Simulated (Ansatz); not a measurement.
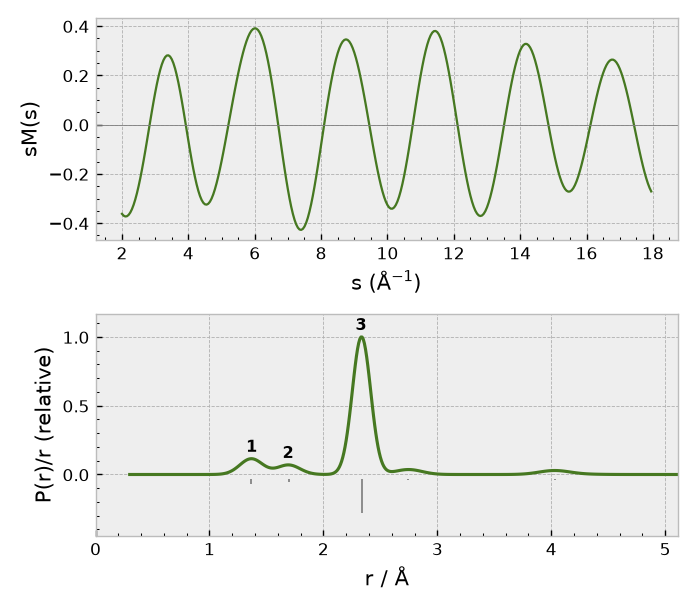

Simulated gas electron diffraction: reduced molecular intensity sM(s) from the Debye equation in the first Born approximation (top) and the radial distribution curve (bottom) of H2MgS. Each pair of atoms contributes with weight ZᵢZⱼ/r (bars below the curve); damping constant 0.002 Å²; vibrational amplitudes assumed, not computed: 0.05 Å for bonds, 0.078 Å for bonds to H, 0.06 + 0.015 r up to 0.15 Å for other pairs. The geometry is the end point of an optimisation (RKS BLYP-D4/def2-SVP in Ansatz); it may be a saddle point or a higher isomer. SMILES: [MgH][SH].

Which pairs of atoms lie under the numbered peaks? Mark bonded pairs by – and others by ···.

Answer. Peak 1, 1.37 Å: S–H 1.37 Å
Peak 2, 1.69 Å: Mg–H 1.69 Å
Peak 3, 2.33 Å: S–Mg 2.33 Å
